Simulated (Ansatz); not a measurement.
## CdH3Pd: relaxing a made-up structure

This structure for CdH3Pd is made up. Its elements were placed in a known structure type with a cell scaled to their sizes. What cell does the guess relax to, and how far off was it?

Calculated with Ansatz 0.2.0; DFT, PBEsol, plane-wave PAW, files of the set soft_1, scalar-relativistic, no spin, cell and ions relaxed at zero pressure; PAW set soft_1.

## Step 1: Set-up

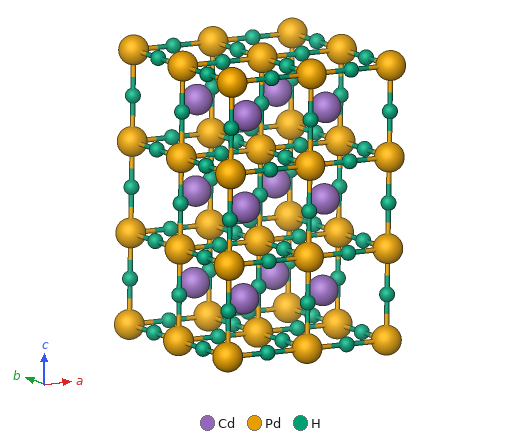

Start, viewed slightly off an axis; cadmium purple, palladium orange, hydrogen teal. 2×2×3 cells are drawn. Some periodic images of atoms are drawn too.

## Step 2: Relaxing cell and atoms

The guess takes its coordinates from another compound and its volume from a rule, so the cell and any free coordinates are relaxed together.

Input file input.yaml:

```yaml
crystal:
  lattice:
    - [3.517, 0.0, 0.0]
    - [0.0, 3.517, 0.0]
    - [0.0, 0.0, 3.517]
  atoms:
    - { symbol: Cd, position: [0.5, 0.5, 0.5] }
    - { symbol: Pd, position: [0.0, 0.0, 0.0] }
    - { symbol: H, position: [0.0, 0.0, 0.5] }
    - { symbol: H, position: [0.0, 0.5, 0.0] }
    - { symbol: H, position: [0.5, 0.0, 0.0] }
kpoints:
  mp_grid: { grid: [8, 8, 8] }
scf:
  occupations: { method: fermi_dirac, width: 0.05 }
hamiltonian:
  xc: pbesol
  pseudopotentials: { kind: paw, azcp: { folder: soft_1 }, xc_functional: pbe }
relax:
  f_tol: 0.015
  max_steps: 70
  cell: {}
output:
  forces: true
  stress: true
```

On the command line:

```sh
> ansatz run input.yaml --threads 4 --pin off --max-ram 8192MiB --backend cpu --events-out ev --progress --plain --runs-dir out
```

Numbers of over 12 decimals in the logs are rounded to 6 here.

Output:

```text
Engine: ansatz 0.2.0, aarch64-unknown-linux-gnu
Pseudopotentials: kind: paw
Pseudopotential: Cd, paw, valence charge 20, recommended cutoff 420 eV (normal), soft_1/Cd.paw.azcp
Pseudopotential: Pd, paw, valence charge 18, recommended cutoff 420 eV (normal), soft_1/Pd.paw.azcp
Pseudopotential: H, paw, valence charge 1, recommended cutoff 420 eV (normal), soft_1/H.paw.azcp
Functional definition: PBEsol
  exchange = pbesol_x
  correlation = pbesol_c
Crystal: 5 atoms, lattice volume = 43.503 Å³
Basis set: ecut = 420 eV, 847 PW (Γ), exchange–correlation on 48×48×48 points (8 copies of the dense FFT grid, shifted against one another)
Bands: 26, of which v1, the nominal top of the filled ones, is band 21 counted from 1 (20 counted from 0)
Symmetry: 48 space group operations
Space group: Pm-3m (ITA 221), of the structure as read, at distance tolerance 3.5e-5 Å
k-points: 35 of 512
Non-local potential: Cd, projectors of the file, l = 0: 3, l = 1: 2, l = 2: 2, l = 3: 1
Non-local potential: Pd, projectors of the file, l = 0: 2, l = 1: 2, l = 2: 2, l = 3: 1
Non-local potential: H, projectors of the file, l = 0: 2, l = 1: 1
PAW form: soft (Blöchl's): semilocal exchange-correlation on the pseudo side does not see the compensation charge
PAW frozen core: Cd, regenerated for the run's functional, and the local potential with it (the file was generated under x = pbe(κ = 0.804, μ = 0.219515), c = pbe(β = 0.066725))
PAW frozen core: Pd, regenerated for the run's functional, and the local potential with it (the file was generated under x = pbe(κ = 0.804, μ = 0.219515), c = pbe(β = 0.066725))
PAW one-centre angular grid: Cd, 590 points (default); XC on 64 Gauss nodes
PAW one-centre angular grid: Pd, 590 points (default); XC on 64 Gauss nodes
PAW one-centre angular grid: H, 110 points (default); XC on 64 Gauss nodes
Initial density: superposition of atomic densities (chi_scale 0.1, normalization cell, long waves kept (reshape's long-wave potential 0.00 eV rms))
Initial wavefunctions: pseudopotential atomic-orbital guess
Functional: x = pbesol(κ = 0.804, μ = 0.123457), c = pbesol(β = 0.046)
SCF iter   1: F=—  HF=-15143.534958 eV  |F-HF|=—  |Δ(HF+E_count)|=         —  Δρ=2.47e-1  dr2=3.64e1  ethr=3.10e-3  ⟨swp⟩=5.1  Hψ=3502  notcnv=0
preconditioner: auto → Kerker (q_TF=auto, 2.701 Å⁻¹)  [metal: Δε(μ)=0.093 eV  Ē_g=11.783 eV  σ=0.050 eV  W_gap=0.43  n_scr=18 (ndim 8)  ℏωp=28.1 eV  f_vac=0.000  D(μ)=1.70/eV (n_scr^D=18)]
SCF iter   2: F=—  HF=-15138.585760 eV  |F-HF|=—  |Δ(HF+E_count)|=    4.95e0  Δρ=1.14e-1  dr2=8.35e0  ethr=3.10e-3  ⟨swp⟩=2.6  Hψ=2099  notcnv=0  defer=16
SCF iter   3: F=—  HF=-15137.018560 eV  |F-HF|=—  |Δ(HF+E_count)|=    1.57e0  Δρ=2.31e-2  dr2=3.48e-1  ethr=3.10e-3  ⟨swp⟩=2.3  Hψ=1618  notcnv=0  defer=17
SCF iter   4: F=—  HF=-15136.936333 eV  |F-HF|=—  |Δ(HF+E_count)|=   8.22e-2  Δρ=4.70e-3  dr2=7.21e-3  ethr=8.50e-4  ⟨swp⟩=2.1  Hψ=1364  notcnv=0  defer=17
SCF iter   5: F=—  HF=-15136.934629 eV  |F-HF|=—  |Δ(HF+E_count)|=   1.70e-3  Δρ=1.75e-3  dr2=1.22e-3  ethr=1.76e-5  ⟨swp⟩=2.1  Hψ=1534  notcnv=0  defer=17
SCF iter   6: F=—  HF=-15136.934284 eV  |F-HF|=—  |Δ(HF+E_count)|=   3.45e-4  Δρ=4.21e-4  dr2=1.37e-4  ethr=2.99e-6  ⟨swp⟩=2.0  Hψ=1463  notcnv=0  defer=17
SCF iter   7: F=—  HF=-15136.934266 eV  |F-HF|=—  |Δ(HF+E_count)|=   1.81e-5  Δρ=1.09e-4  dr2=3.12e-6  ethr=3.34e-7  ⟨swp⟩=2.1  Hψ=1118  notcnv=0  defer=17
SCF iter   8: F=—  HF=-15136.934255 eV  |F-HF|=—  |Δ(HF+E_count)|=   1.11e-5  Δρ=1.74e-5  dr2=6.46e-8  ethr=2.44e-10  ⟨swp⟩=2.9  Hψ=3562  notcnv=0
SCF iter   9: F=-15136.934255 eV  HF=-15136.934255 eV  |F-HF|=6.73e-10  |Δ(HF+E_count)|=   2.92e-8  Δρ=2.29e-6  dr2=1.09e-9  ethr=1.57e-10  ⟨swp⟩=2.0  Hψ=2820  notcnv=0
SCF 1 converged in 9 iterations: F = -15136.934255 eV  dr2 = 1.09e-9
  greatest PAW one-centre occupation: 1.000 electrons in one spin orbital (limit 2), on the Cd atom at site 0 (counted from 0), in its partial waves of l = 0
relax step   1: F+E_penalty+E_count = -15136.93425471 eV  Δ(F+E_penalty+E_count) = +0.000e0 eV  max|allowed force component| = 2.413e-28 eV/Å  Δτ_max = 0.0000 Å  P = +10.869 GPa  Ω = 43.503 Å³  (9 SCF iters, dr2 threshold 1.00e-7 eV, accepted)
Crystal: 5 atoms, lattice volume = 49.509 Å³
Basis set: ecut = 420 eV, 949 PW (Γ), exchange–correlation on 48×48×48 points (8 copies of the dense FFT grid, shifted against one another)
Initial density: handed on by an earlier stage of this run
Initial wavefunctions: those handed on with the density
iter 1 solved again at ethr=9.62e-4 eV; its pass at ethr=3.10e-3 eV (dr2=3.94e-1 eV) is discarded
SCF iter   1: F=—  HF=-15137.096820 eV  |F-HF|=—  |Δ(HF+E_count)|=         —  Δρ=2.32e-2  dr2=4.01e-1  ethr=9.62e-4  ⟨swp⟩=1.0  Hψ=4700  notcnv=0
preconditioner: auto → Kerker (q_TF=auto, 2.644 Å⁻¹)  [metal: Δε(μ)=0.015 eV  Ē_g=11.068 eV  σ=0.050 eV  W_gap=0.08  n_scr=18 (ndim 8)  ℏωp=26.4 eV  f_vac=0.000  D(μ)=2.66/eV (n_scr^D=26)]
SCF iter   2: F=—  HF=-15137.015497 eV  |F-HF|=—  |Δ(HF+E_count)|=   8.13e-2  Δρ=9.34e-3  dr2=2.45e-2  ethr=9.62e-4  ⟨swp⟩=2.0  Hψ=1262  notcnv=0
SCF iter   3: F=—  HF=-15137.009431 eV  |F-HF|=—  |Δ(HF+E_count)|=   6.07e-3  Δρ=4.44e-3  dr2=7.30e-3  ethr=5.98e-5  ⟨swp⟩=1.6  Hψ=1215  notcnv=0
SCF iter   4: F=—  HF=-15137.007321 eV  |F-HF|=—  |Δ(HF+E_count)|=   2.11e-3  Δρ=6.30e-4  dr2=1.04e-4  ethr=1.78e-5  ⟨swp⟩=2.0  Hψ=1445  notcnv=0
SCF iter   5: F=—  HF=-15137.007306 eV  |F-HF|=—  |Δ(HF+E_count)|=   1.47e-5  Δρ=1.35e-4  dr2=9.27e-6  ethr=2.55e-7  ⟨swp⟩=2.8  Hψ=1328  notcnv=0
SCF iter   6: F=—  HF=-15137.007305 eV  |F-HF|=—  |Δ(HF+E_count)|=   7.65e-7  Δρ=4.55e-5  dr2=1.18e-6  ethr=2.26e-8  ⟨swp⟩=2.0  Hψ=1287  notcnv=0
SCF iter   7: F=-15137.007305 eV  HF=-15137.007305 eV  |F-HF|=2.13e-8  |Δ(HF+E_count)|=   2.12e-8  Δρ=1.03e-5  dr2=5.77e-8  ethr=1.22e-9  ⟨swp⟩=4.0  Hψ=2715  notcnv=0
SCF 2 converged in 7 iterations: F = -15137.007305 eV  dr2 = 5.77e-8
relax step   2: F+E_penalty+E_count = -15137.00730542 eV  Δ(F+E_penalty+E_count) = -7.305e-2 eV  max|allowed force component| = 4.106e-29 eV/Å  Δτ_max = 0.0000 Å  P = -4.919 GPa  Ω = 49.509 Å³  energy of the carried Pulay correction = -3.768e-3 eV  (7 SCF iters, dr2 threshold 5.00e-7 eV, accepted)
Crystal: 5 atoms, lattice volume = 47.468 Å³
Basis set: ecut = 420 eV, 925 PW (Γ), exchange–correlation on 48×48×48 points (8 copies of the dense FFT grid, shifted against one another)
iter 1 solved again at ethr=9.72e-5 eV; its pass at ethr=3.10e-3 eV (dr2=3.99e-2 eV) is discarded
SCF iter   1: F=—  HF=-15137.054261 eV  |F-HF|=—  |Δ(HF+E_count)|=         —  Δρ=7.55e-3  dr2=4.02e-2  ethr=9.72e-5  ⟨swp⟩=1.0  Hψ=4479  notcnv=0
preconditioner: auto → Kerker (q_TF=auto, 2.662 Å⁻¹)  [metal: Δε(μ)=0.023 eV  Ē_g=11.235 eV  σ=0.050 eV  W_gap=0.11  n_scr=18 (ndim 8)  ℏωp=26.9 eV  f_vac=0.000  D(μ)=2.86/eV (n_scr^D=26)]
SCF iter   2: F=—  HF=-15137.046377 eV  |F-HF|=—  |Δ(HF+E_count)|=   7.88e-3  Δρ=2.93e-3  dr2=2.11e-3  ethr=9.72e-5  ⟨swp⟩=2.0  Hψ=1249  notcnv=0
SCF iter   3: F=—  HF=-15137.045899 eV  |F-HF|=—  |Δ(HF+E_count)|=   4.78e-4  Δρ=1.43e-3  dr2=6.51e-4  ethr=5.15e-6  ⟨swp⟩=2.0  Hψ=1569  notcnv=0
SCF iter   4: F=—  HF=-15137.045710 eV  |F-HF|=—  |Δ(HF+E_count)|=   1.89e-4  Δρ=1.70e-4  dr2=6.70e-6  ethr=1.59e-6  ⟨swp⟩=2.1  Hψ=1460  notcnv=0
SCF iter   5: F=—  HF=-15137.045686 eV  |F-HF|=—  |Δ(HF+E_count)|=   2.46e-5  Δρ=3.98e-5  dr2=4.61e-7  ethr=1.22e-9  ⟨swp⟩=4.1  Hψ=2897  notcnv=0
SCF iter   6: F=-15137.045686 eV  HF=-15137.045686 eV  |F-HF|=2.34e-8  |Δ(HF+E_count)|=   2.23e-8  Δρ=1.22e-5  dr2=6.39e-8  ethr=1.13e-9  ⟨swp⟩=2.3  Hψ=3156  notcnv=0
SCF 3 converged in 6 iterations: F = -15137.045686 eV  dr2 = 6.39e-8
relax step   3: F+E_penalty+E_count = -15137.04568561 eV  Δ(F+E_penalty+E_count) = -3.838e-2 eV  max|allowed force component| = 9.897e-30 eV/Å  Δτ_max = 0.0000 Å  P = -0.748 GPa  Ω = 47.468 Å³  energy of the carried Pulay correction = -2.543e-3 eV  (6 SCF iters, dr2 threshold 5.00e-7 eV, accepted)
Crystal: 5 atoms, lattice volume = 47.119 Å³
iter 1 solved again at ethr=2.75e-6 eV; its pass at ethr=3.10e-3 eV (dr2=1.13e-3 eV) is discarded
SCF iter   1: F=—  HF=-15137.046921 eV  |F-HF|=—  |Δ(HF+E_count)|=         —  Δρ=1.32e-3  dr2=1.23e-3  ethr=2.75e-6  ⟨swp⟩=2.3  Hψ=4363  notcnv=0
preconditioner: auto → Kerker (q_TF=auto, 2.666 Å⁻¹)  [metal: Δε(μ)=0.017 eV  Ē_g=11.298 eV  σ=0.050 eV  W_gap=0.09  n_scr=18 (ndim 8)  ℏωp=27.0 eV  f_vac=0.000  D(μ)=2.82/eV (n_scr^D=26)]
SCF iter   2: F=—  HF=-15137.046689 eV  |F-HF|=—  |Δ(HF+E_count)|=   2.32e-4  Δρ=5.22e-4  dr2=6.80e-5  ethr=2.75e-6  ⟨swp⟩=2.0  Hψ=1093  notcnv=0
SCF iter   3: F=—  HF=-15137.046651 eV  |F-HF|=—  |Δ(HF+E_count)|=   3.82e-5  Δρ=2.48e-4  dr2=2.11e-5  ethr=1.66e-7  ⟨swp⟩=2.0  Hψ=1166  notcnv=0
SCF iter   4: F=-15137.046645 eV  HF=-15137.046645 eV  |F-HF|=2.05e-7  |Δ(HF+E_count)|=   6.10e-6  Δρ=4.20e-5  dr2=4.98e-7  ethr=1.22e-9  ⟨swp⟩=2.6  Hψ=3560  notcnv=0
SCF 4 converged in 4 iterations: F = -15137.046645 eV  dr2 = 4.98e-7
relax step   4: F+E_penalty+E_count = -15137.04664491 eV  Δ(F+E_penalty+E_count) = -9.593e-4 eV  max|allowed force component| = 2.185e-29 eV/Å  Δτ_max = 0.0000 Å  P = +0.067 GPa  Ω = 47.119 Å³  energy of the carried Pulay correction = -2.328e-3 eV  (4 SCF iters, dr2 threshold 5.00e-7 eV, accepted)
Crystal: 5 atoms, lattice volume = 47.147 Å³
iter 1 solved again at ethr=2.31e-8 eV; its pass at ethr=3.10e-3 eV (dr2=9.47e-6 eV) is discarded
SCF iter   1: F=—  HF=-15137.046642 eV  |F-HF|=—  |Δ(HF+E_count)|=         —  Δρ=1.32e-4  dr2=1.04e-5  ethr=2.31e-8  ⟨swp⟩=2.1  Hψ=4305  notcnv=0
preconditioner: auto → Kerker (q_TF=auto, 2.666 Å⁻¹)  [metal: Δε(μ)=0.037 eV  Ē_g=11.298 eV  σ=0.050 eV  W_gap=0.18  n_scr=18 (ndim 8)  ℏωp=27.0 eV  f_vac=0.000  D(μ)=2.81/eV (n_scr^D=26)]
SCF iter   2: F=—  HF=-15137.046634 eV  |F-HF|=—  |Δ(HF+E_count)|=   7.47e-6  Δρ=4.04e-5  dr2=2.95e-7  ethr=2.31e-8  ⟨swp⟩=2.0  Hψ=1096  notcnv=0
SCF iter   3: F=—  HF=-15137.046634 eV  |F-HF|=—  |Δ(HF+E_count)|=   5.28e-8  Δρ=1.94e-5  dr2=8.70e-8  ethr=2.74e-11  ⟨swp⟩=4.0  Hψ=2919  notcnv=0
SCF iter   4: F=-15137.046634 eV  HF=-15137.046634 eV  |F-HF|=1.23e-9  |Δ(HF+E_count)|=   1.10e-8  Δρ=2.57e-6  dr2=2.45e-9  ethr=2.74e-11  ⟨swp⟩=2.8  Hψ=3025  notcnv=0
SCF 5 converged in 4 iterations: F = -15137.046634 eV  dr2 = 2.45e-9
relax step   5: F+E_penalty+E_count = -15137.04663423 eV  Δ(F+E_penalty+E_count) = +1.069e-5 eV  max|allowed force component| = 1.042e-29 eV/Å  Δτ_max = 0.0000 Å  P = +0.003 GPa  Ω = 47.147 Å³  energy of the carried Pulay correction = -2.345e-3 eV  (4 SCF iters, dr2 threshold 1.12e-8 eV, accepted)
Basis set: ecut = 420 eV, 925 PW (Γ), exchange–correlation on 50×50×50 points (8 copies of the dense FFT grid, shifted against one another)
Initial wavefunctions: pseudopotential atomic-orbital guess (no wavefunctions were taken with the density)
iter 1 solved again at ethr=3.54e-8 eV; its pass at ethr=3.10e-3 eV (dr2=1.45e-5 eV) is discarded
SCF iter   1: F=—  HF=-15137.049264 eV  |F-HF|=—  |Δ(HF+E_count)|=         —  Δρ=4.82e-4  dr2=4.17e-6  ethr=3.54e-8  ⟨swp⟩=3.3  Hψ=5974  notcnv=0
preconditioner: auto → Kerker (q_TF=auto, 2.666 Å⁻¹)  [metal: Δε(μ)=0.036 eV  Ē_g=11.298 eV  σ=0.050 eV  W_gap=0.18  n_scr=18 (ndim 8)  ℏωp=27.0 eV  f_vac=0.000  D(μ)=2.81/eV (n_scr^D=26)]
SCF iter   2: F=—  HF=-15137.049289 eV  |F-HF|=—  |Δ(HF+E_count)|=   2.57e-5  Δρ=2.46e-4  dr2=1.08e-6  ethr=1.02e-8  ⟨swp⟩=2.1  Hψ=1462  notcnv=0
SCF iter   3: F=—  HF=-15137.049319 eV  |F-HF|=—  |Δ(HF+E_count)|=   2.93e-5  Δρ=2.56e-5  dr2=1.97e-8  ethr=2.63e-9  ⟨swp⟩=2.0  Hψ=1109  notcnv=0
SCF iter   4: F=—  HF=-15137.049319 eV  |F-HF|=—  |Δ(HF+E_count)|=   2.61e-7  Δρ=2.82e-6  dr2=1.08e-9  ethr=4.81e-11  ⟨swp⟩=2.0  Hψ=1514  notcnv=0
SCF iter   5: F=—  HF=-15137.049319 eV  |F-HF|=—  |Δ(HF+E_count)|=   2.69e-9  Δρ=1.09e-6  dr2=2.89e-10  ethr=2.64e-12  ⟨swp⟩=2.5  Hψ=1501  notcnv=0
SCF iter   6: F=-15137.049319 eV  HF=-15137.049319 eV  |F-HF|=9.09e-12  |Δ(HF+E_count)|=  2.64e-10  Δρ=1.57e-7  dr2=4.33e-12  ethr=1.00e-12  ⟨swp⟩=2.5  Hψ=3257  notcnv=0
SCF 6 converged in 6 iterations: F = -15137.049319 eV  dr2 = 4.33e-12
relax step   6: F+E_penalty+E_count = -15137.04931892 eV  Δ(F+E_penalty+E_count) = -2.685e-3 eV  max|allowed force component| = 7.119e-30 eV/Å  Δτ_max = 0.0000 Å  P = +0.035 GPa  Ω = 47.147 Å³  stress off target by 3.47e-2 GPa  SCF on the basis re-selected at this cell (its energy is not comparable with the rows above)  (6 SCF iters)
basis re-selected at this cell: Δ(F+E_penalty+E_count) = -2.685e-3 eV, ΔP = +0.032 GPa vs the last step (what re-selecting the basis moved, of the pressure what is left beyond the Pulay correction that the steps carried, after the strain that the cell walked since its last selection, with what the two solves' SCF thresholds leave and, on support functions, any second-order correction that the steps lacked; it is no measure of the basis error at this ecutwfc). The dense FFT grid was sized anew with the basis: this SCF ran on 25×25×25 points, the steps before it on 24×24×24, so part of this shift can come from that change (see relax.cell in the input reference). [rest of the remark cut]
SCF converged after 6 iterations
Free energy (F): -15137.049319 eV
Harris-Foulkes:  -15137.049319 eV  (|F-HF|=9.09e-12)
Internal energy: -15137.027581 eV  (E = F + TS)
E sigma→0 (E₀):  -15137.038450 eV
Entropy (-TS):   -0.021738 eV (-4.348 meV/atom)
Fermi energy:    14.101866 eV
--- Per-component energies (eV) ---
  E_band       = -663.873237
  E_kinetic    = 927.687940
  E_local      = -5377.078504  (includes V_loc(G=0)·N_el)
  E_nonlocal   = 497.084956
  E_hartree    = 2339.745298
  E_xc         = -319.737590
  E_vxc        = -405.102761  (∫ρ·V_xc dr)
  E_paw        = -7776.735148  (= ΣΔE_a)
  E_vpaw       = -985.953575  (= ΣTr[D̂ρ^β])
  E_aug_tail   = -0.001944  (compensation charges beyond the density's cutoff)
  E_ewald      = -5428.637076
  E_core_change = 0.644486  (= ΣΔE_core)
  E_smearing   = -0.021738  (= −TS)
  E_closure    = -0.000000  (closes the sum)
  Σ components = -15137.049319   (vs F -15137.049319, Δ=0.00e0)
--- Forces (eV/Å), atoms counted from 1 ---
  atom   1  Cd     0.00000000     0.00000000     0.00000000
  atom   2  Pd    -0.00000000    -0.00000000     0.00000000
  atom   3  H      0.00000000     0.00000000     0.00000000
  atom   4  H     -0.00000000     0.00000000    -0.00000000
  atom   5  H      0.00000000    -0.00000000     0.00000000
  max |Σ_I F_I| component: 6.48e-30 eV/Å
--- Stress (GPa, compression-positive) ---
        0.034675       0.000000      -0.000000
        0.000000       0.034675      -0.000000
       -0.000000      -0.000000       0.034675
  P = ⅓ Tr σ = 0.0347 GPa (0.347 kbar)
--- Relaxed structure (5 steps of the walk, 5 accepted, 1 SCFs on fresh bases) ---
  F+E_penalty+E_count = -15137.04931892 eV   max|allowed force component| = 7.119e-30 eV/Å   (the final SCF, on the basis selected at the relaxed cell)
  cell:  # Å, volume = 47.1467 Å³
    - [3.612576, 0, 0]
    - [0, 3.612576, 0]
    - [0, 0, 3.612576]
  atoms:
    - { symbol: Cd, position: [0.5, 0.5, 0.5] }
    - { symbol: Pd, position: [0, 0, 0] }
    - { symbol: H, position: [0, 0, 0.5] }
    - { symbol: H, position: [0, 0.5, 0] }
    - { symbol: H, position: [0.5, 0, 0] }
```

Elapsed: 3.3 s, on 4 threads of Arm Neoverse V2, shared host; peak memory 0.35 GiB; 9.9 s of CPU time.

Relaxation path:

| step | energy less that of the first step (eV) | largest force component (eV/Å) | pressure (GPa) | volume (Å³) |
| --- | --- | --- | --- | --- |
| 1 | 0.0000 | 0.0000 | 10.87 | 43.50 |
| 2 | -0.0730 | 0.0000 | -4.92 | 49.51 |
| 3 | -0.1114 | 0.0000 | -0.75 | 47.47 |
| 4 | -0.1124 | 0.0000 | 0.07 | 47.12 |
| 5 | -0.1124 | 0.0000 | 0.00 | 47.15 |
| 6* | -0.1151 | 0.0000 | 0.03 | 47.15 |

Relaxation steps marked * repeat the geometry before them on a plane-wave basis chosen anew for their cell, so energy and pressure can jump there.

Forces are held to the 48 operations that the run works with; a distortion that breaks them can't arise in this run.

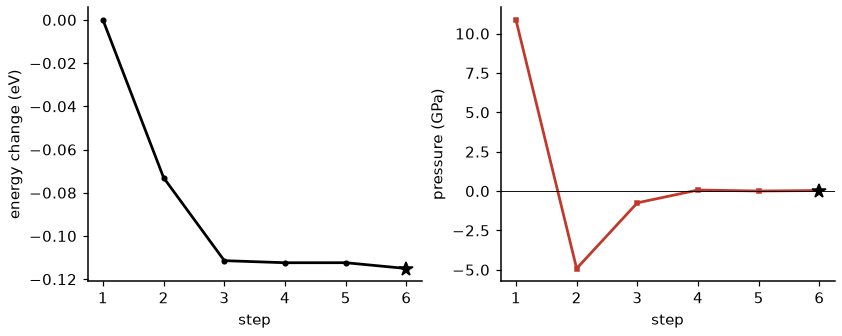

Energy and pressure along the relaxation. Stars mark steps on a basis chosen anew.

| conventional cell, symmetrised | before | after | change |
| --- | --- | --- | --- |
| a (Å) | 3.517 | 3.613 | +2.7 % |
| b (Å) | 3.517 | 3.613 | +2.7 % |
| c (Å) | 3.517 | 3.613 | +2.7 % |
| volume (Å³/atom) | 8.70 | 9.43 | +8.4 % |

Final coordinates:

```
Cd Pd H
1.0
     3.61258    0.00000    0.00000
     0.00000    3.61258    0.00000
     0.00000    0.00000    3.61258
Cd Pd H
1 1 3
Direct
  0.50000 0.50000 0.50000
  0.00000 0.00000 0.00000
  0.00000 0.00000 0.50000
  0.00000 0.50000 0.00000
  0.50000 0.00000 0.00000
```

This step gave:

- free energy: -15137.0493 eV
- energy at zero smearing: -15137.0384 eV
- smearing term TS: 0.02174 eV
- Fermi energy: 14.10 eV
- electrons: 41
- symmetry operations: 48
- pressure: 0.03467 GPa

The shortest distance of each pair, which need not be the same contact before and after:

| pair | guess (Å) | relaxed (Å) |
| --- | --- | --- |
| H–Pd | 1.758 | 1.806 |
| Cd–H | 2.487 | 2.554 |
| H–H | 2.487 | 2.554 |
| Cd–Pd | 3.046 | 3.129 |
| Cd–Cd | 3.517 | 3.613 |

The relaxation ends with a pressure of 0.03 GPa.

## Step 3: Summary of results

```
space group, relaxed : Pm-3m
conventional cell    : a = 3.613, b = 3.613, c = 3.613 Å; α = 90.0°, β = 90.0°, γ = 90.0°
volume per atom      : 9.43 Å³ (guess 8.70)
```

CdH3Pd relaxes to Pm-3m with a = 3.613, b = 3.613 and c = 3.613 Å. The guessed volume was 8 % too small. The space group Pm-3m was held in the relaxation, so the end point is a stationary structure within it and may be a saddle against distortions or other arrangements. Mesh and cutoff weren't tested. No dispersion term is used, so weakly bound directions may come out too long. The runs have no spin, and magnetism wasn't tested. Nothing here tests whether the compound is stable against decomposition.

[Logs are printed without paths, hosts, clocks, repeated set-up lines and the standing remarks that a program may print on its own settings, such as how far it seeks lower states.]

[Hosts, paths, dates, database ids (printed as entryN), source tags and the programs' standing remarks are cut or masked in the printed files.]
